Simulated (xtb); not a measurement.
**Run report: C2H7OSi (charge −6), geometry relaxation (part 3 of 5)**

C2H7OSi, charge −6, multiplicity 2; GFN0-xTB (xtb 6.7.1 later snapshot). The run did not end well. The geometry comes from this level: GFN2-xTB. The settings of this run were made unusual or wrong on purpose.

Geometry of the input (Å):
```
C  -1.2654  0.9400  0.4490
Si 0.2356  -0.1484  0.8700
C  1.1420  -0.5877  -0.6842
O  0.4419  -1.0769  -1.7477
H  -1.8989  0.4508  -0.2853
H  -1.8700  1.1363  1.3299
H  -0.9626  1.8982  0.0356
H  -0.2654  -1.3346  1.5897
H  1.2008  0.5616  1.7178
H  2.2174  -0.5652  -0.7857
H  1.0246  -1.2741  -2.4890
```

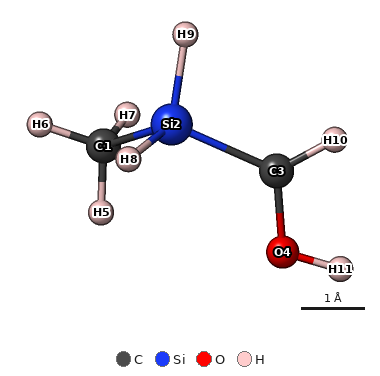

Fig. 1: The input geometry (ball-and-stick view, seen at a tilt; atoms are numbered from 1 in the order of the input).

The program's output, continued
```
........................................................................
.............................. CYCLE   36 ..............................
........................................................................
     Diagonalization            ...        0 min,  0.000 sec
 * total energy  :   -20.2157300 Eh     change       -0.1802488E-01 Eh
   gradient norm :     0.0183572 Eh/α   predicted    -0.1818735E-01 (   0.90%)
   displ. norm   :     0.9784852 α      lambda       -0.1775445E-01
   maximum displ.:     0.5213483 α      in ANC's #9, #11, #14, ...

........................................................................
.............................. CYCLE   37 ..............................
........................................................................
     Diagonalization            ...        0 min,  0.000 sec
 * total energy  :   -20.2329153 Eh     change       -0.1718529E-01 Eh
   gradient norm :     0.0182070 Eh/α   predicted    -0.1737657E-01 (   1.11%)
   displ. norm   :     0.9775352 α      lambda       -0.1692625E-01
   maximum displ.:     0.5243860 α      in ANC's #9, #14, #11, ...

........................................................................
.............................. CYCLE   38 ..............................
........................................................................
     Diagonalization            ...        0 min,  0.000 sec
 * total energy  :   -20.2493349 Eh     change       -0.1641956E-01 Eh
   gradient norm :     0.0169969 Eh/α   predicted    -0.1655026E-01 (   0.80%)
   displ. norm   :     0.9775030 α      lambda       -0.1617341E-01
   maximum displ.:     0.5202768 α      in ANC's #9, #14, #11, ...

........................................................................
.............................. CYCLE   39 ..............................
........................................................................
     Diagonalization            ...        0 min,  0.000 sec
 * total energy  :   -20.2650125 Eh     change       -0.1567758E-01 Eh
   gradient norm :     0.0163868 Eh/α   predicted    -0.1581368E-01 (   0.87%)
   displ. norm   :     0.9781684 α      lambda       -0.1547775E-01
   maximum displ.:     0.5201679 α      in ANC's #9, #14, #11, ...

........................................................................
.............................. CYCLE   40 ..............................
........................................................................
     Diagonalization            ...        0 min,  0.000 sec
 * total energy  :   -20.2800085 Eh     change       -0.1499602E-01 Eh
   gradient norm :     0.0159362 Eh/α   predicted    -0.1514358E-01 (   0.98%)
   displ. norm   :     0.9783948 α      lambda       -0.1481764E-01
   maximum displ.:     0.5157697 α      in ANC's #9, #14, #11, ...

........................................................................
.............................. CYCLE   41 ..............................
........................................................................
     Diagonalization            ...        0 min,  0.000 sec
 * total energy  :   -20.2943295 Eh     change       -0.1432101E-01 Eh
   gradient norm :     0.0160477 Eh/α   predicted    -0.1450097E-01 (   1.26%)
   displ. norm   :     0.9796403 α      lambda       -0.1434455E-01
   maximum displ.:     0.5196111 α      in ANC's #9, #14, #11, ...

........................................................................
.............................. CYCLE   42 ..............................
........................................................................
     Diagonalization            ...        0 min,  0.000 sec
 * total energy  :   -20.3080148 Eh     change       -0.1368530E-01 Eh
   gradient norm :     0.0155438 Eh/α   predicted    -0.1405549E-01 (   2.71%)
   displ. norm   :     0.9742327 α      lambda       -0.1371871E-01
   maximum displ.:     0.5097654 α      in ANC's #9, #14, #11, ...

   *** FAILED TO CONVERGE GEOMETRY OPTIMIZATION IN 42 ITERATIONS ***

 ANCopt (total)                0 d,  0 h,  0 min,  0.059 sec
 optimizer setup                ...        0 min,  0.000 sec (  0.089%)
 model hessian                  ...        0 min,  0.001 sec (  1.170%)
 ANC generation                 ...        0 min,  0.000 sec (  0.518%)
 coordinate transformation      ...        0 min,  0.000 sec (  0.258%)
 single point calculation       ...        0 min,  0.053 sec ( 89.596%)
 optimization log               ...        0 min,  0.002 sec (  3.279%)
 hessian update                 ...        0 min,  0.000 sec (  0.274%)
 rational function              ...        0 min,  0.002 sec (  3.063%)

================
 final structure:
================
11
 xtb: 6.7.1
C           -3.74432885331644        3.28499502000636        0.94046570910128
Si           2.57185314757814       -1.28331114516645        0.60607429973527
C            4.09157315141822       -1.81478510536968       -0.25677018414254
O           -5.41075273378128       -7.83133560064068       -8.78233098137815
H           -3.86159954412531        2.38583508778028        0.27973559475896
H           -4.77219420169492        3.48048251064975        1.35630981559414
H           -3.52765468238523        4.13207514733830        0.23299236449191
H           -1.72126679262071       -5.85132189562536        6.89213632306899
H            5.42838756767748        4.54849533937128        7.50905422486988
H            4.91760866963267       -0.54015059001224        0.29314596301012
H            6.02836427105336       -0.51097876893840       -9.07082312936370

 Bond Distances (Angstroems)
 ---------------------------
C1-H5=1.1220         C1-H6=1.1259         C1-H7=1.1247         Si2-C3=1.8266        C3-Si2=1.8266        H5-C1=1.1220
H6-C1=1.1259         H7-C1=1.1247
 C  H  Rav=1.1242 sigma=0.0016  Rmin=1.1220  Rmax=1.1259     3
 Si C  Rav=1.8266 sigma=0.0000  Rmin=1.8266  Rmax=1.8266     1

 selected bond angles (degree)
 --------------------
H6-C1-H5=105.14                H7-C1-H5=104.67                H7-C1-H6=106.11

 selected dihedral angles (degree)
 ---------------------------------

           -------------------------------------------------
          |                Final Singlepoint                |
           -------------------------------------------------

          ...................................................
          :                      SETUP                      :
          :.................................................:
          :  # basis functions                  36          :
          :  # atomic orbitals                  35          :
          :  # shells                           23          :
          :  # electrons                        31          :
          :  electronic temp.          300.0000000     K    :
          :  accuracy                    1.0000000          :
          :  -> integral cutoff          0.2500000E+02      :
          :  -> integral neglect         0.1000000E-07      :
          ...................................................
  Checking positiv definite overlap ...  done.

         #    Occupation            Energy/Eh            Energy/eV
      -------------------------------------------------------------
         1        2.0000           -0.6242737             -16.9874
       ...           ...                  ...                  ...
        10        2.0000           -0.4358104             -11.8590
        11        2.0000           -0.4247234             -11.5573
        12        2.0000           -0.4247234             -11.5573
        13        2.0000           -0.4247234             -11.5573
        14        2.0000           -0.3978970             -10.8273
        15        1.9866           -0.3803705             -10.3504
        16        1.0134           -0.3722014             -10.1281 (HOMO)
        17                         -0.3052899              -8.3074 (LUMO)
        18                         -0.2921219              -7.9490
        19                         -0.2507261              -6.8226
        20                         -0.1832888              -4.9875
        21                         -0.1503569              -4.0914
       ...                                ...                  ...
        35                          0.3856839              10.4950
      -------------------------------------------------------------
                  HL-Gap            0.0669115 Eh            1.8208 eV
             Fermi-level            0.0000000 Eh            0.0000 eV

 EHT (total)                   0 d,  0 h,  0 min,  0.001 sec
 EHT setup                      ...        0 min,  0.000 sec (  2.642%)
 Coordination number            ...        0 min,  0.000 sec (  1.029%)
 EEQ model density              ...        0 min,  0.000 sec (  2.151%)
 D4 Dispersion                  ...        0 min,  0.000 sec (  6.150%)
 Integral evaluation            ...        0 min,  0.000 sec ( 21.790%)
 Cholesky factorization         ...        0 min,  0.000 sec (  1.493%)
 Zeroth order Hamiltonian       ...        0 min,  0.000 sec ( 21.262%)
 Gradient calculation           ...        0 min,  0.000 sec ( 35.469%)

         :::::::::::::::::::::::::::::::::::::::::::::::::::::
         ::                     SUMMARY                     ::
         :::::::::::::::::::::::::::::::::::::::::::::::::::::
         :: total energy             -20.321211713091 Eh    ::
         :: gradient norm              0.014377840273 Eh/a0 ::
         :: HOMO-LUMO gap              1.820754944779 eV    ::
         ::.................................................::
         :: H0 energy                -14.752159160800 Eh    ::
         :: repulsion energy           0.063438004583 Eh    ::
         :: electrostat energy        -5.630590170423 Eh    ::
         :: -> Gsolv                   0.000000000000 Eh    ::
         ::    -> Gsasa                0.000000000000 Eh    ::
         ::    -> Gshift               0.000000000000 Eh    ::
         :: dispersion energy         -0.001900386450 Eh    ::
         :: short-range corr.          0.000000000000 Eh    ::
         :: add. restraining           0.000000000000 Eh    ::
         :: total charge              -6.000000000000 e     ::
         :::::::::::::::::::::::::::::::::::::::::::::::::::::

           -------------------------------------------------
          |                Numerical Hessian                |
           -------------------------------------------------
step length          :   0.00500
SCC accuracy         :   0.30000
Hessian scale factor :   1.00000
frozen atoms in %    :   0.00000    0
RMS gradient         :   0.01438 !! INCOMPLETELY OPTIMIZED GEOMETRY !!
estimated CPU  time      0.00 min

writing file <hessian>, containing the non-mass-weighted Hessian matrix in atomic units (Eₕ/Bohr²).

 projected vibrational frequencies (cm⁻¹)
eigval :       -0.00    -0.00    -0.00     0.00     0.00     0.00
eigval :     -105.10   -85.97   -78.47   -69.86   -62.16   -55.37
eigval :      -38.72   -26.68   -12.12    26.36    31.04    55.04
eigval :       65.65    81.32    92.39    95.30   103.71   145.92
eigval :      508.82   649.98  1159.09  1450.26  1464.70  1826.71
eigval :     2434.14  2526.26  2556.08
           -------------------------------------------------
          |                Property Printout                |
           -------------------------------------------------

    * Orbital Energies and Occupations

         #    Occupation            Energy/Eh            Energy/eV
      -------------------------------------------------------------
         1        2.0000           -0.6242737             -16.9874
       ...           ...                  ...                  ...
         4        2.0000           -0.5152763             -14.0214
         5        2.0000           -0.5138838             -13.9835
         6        2.0000           -0.4865997             -13.2411
         7        2.0000           -0.4634904             -12.6122
         8        2.0000           -0.4358608             -11.8604
         9        2.0000           -0.4358172             -11.8592
        10        2.0000           -0.4358104             -11.8590
        11        2.0000           -0.4247234             -11.5573
        12        2.0000           -0.4247234             -11.5573
        13        2.0000           -0.4247234             -11.5573
        14        2.0000           -0.3978970             -10.8273
        15        1.9866           -0.3803705             -10.3504
        16        1.0134           -0.3722014             -10.1281 (HOMO)
        17                         -0.3052899              -8.3074 (LUMO)
        18                         -0.2921219              -7.9490
        19                         -0.2507261              -6.8226
        20                         -0.1832888              -4.9875
        21                         -0.1503569              -4.0914
        22                         -0.1120677              -3.0495
        23                         -0.1008446              -2.7441
        24                         -0.1008010              -2.7429
        25                         -0.1007942              -2.7428
        26                         -0.0933201              -2.5394
        27                         -0.0912095              -2.4819
       ...                                ...                  ...
        35                          0.3856839              10.4950
      -------------------------------------------------------------
                  HL-Gap            0.0669115 Eh            1.8208 eV
             Fermi-level            0.0000000 Eh            0.0000 eV

     #   Z          covCN         q      C6AA      α(0)
     1   6          2.757    -0.971    72.708    13.919
     2  14          0.883     0.100   264.900    34.793
     3   6          0.957    -1.114   107.711    17.347
     4   8          0.000    -1.627    73.594    11.299
     5   1          0.919    -0.041     3.878     3.080
     6   1          0.918    -0.085     5.051     3.515
     7   1          0.919    -0.070     4.622     3.362
     8   1          0.000    -0.658  1163.307    62.365
     9   1          0.000    -0.677  1348.344    67.142
    10   1          0.075    -0.197    26.319     9.378
    11   1          0.000    -0.661  1188.430    63.035

 Mol. C6AA /au·bohr⁶  :      25512.864824
 Mol. C8AA /au·bohr⁸  :     461677.119723
 Mol. α(0) /au        :        289.235500

Wiberg/Mayer (AO) data.
largest (>0.10) Wiberg bond orders for each atom

 ---------------------------------------------------------------------------
     #   Z sym  total        # sym  WBO       # sym  WBO       # sym  WBO
 ---------------------------------------------------------------------------
     1   6      3.020 --     6      1.007     7      1.007     5      1.007
     2  14      2.008 --     3      1.822    10      0.186
     3   6      2.598 --     2      1.822    10      0.776
     4   8      0.000
     5   1      0.999 --     1      1.007
     6   1      0.998 --     1      1.007
     7   1      0.998 --     1      1.007
     8   1      0.000
     9   1      0.000
    10   1      0.963 --     3      0.776     2      0.186
    11   1      0.000
 ---------------------------------------------------------------------------

Topologies differ in total number of bonds
Writing topology from bond orders to xtbtopo.mol

 dipole moment from electron density (au)
     X       Y       Z
   4.6991  27.8804  22.9448  total (Debye):   92.551

           -------------------------------------------------
          |                Geometry Summary                 |
           -------------------------------------------------

      molecular mass/u    :       75.1619607
   center of mass at/Å    :       -0.1018606      -1.8091048      -1.4332540
  moments of inertia/u·Å² :        0.9792607E+03   0.2680019E+04   0.3340510E+04
rotational constants/cm⁻¹ :        0.1721465E-01   0.6290117E-02   0.5046424E-02
```
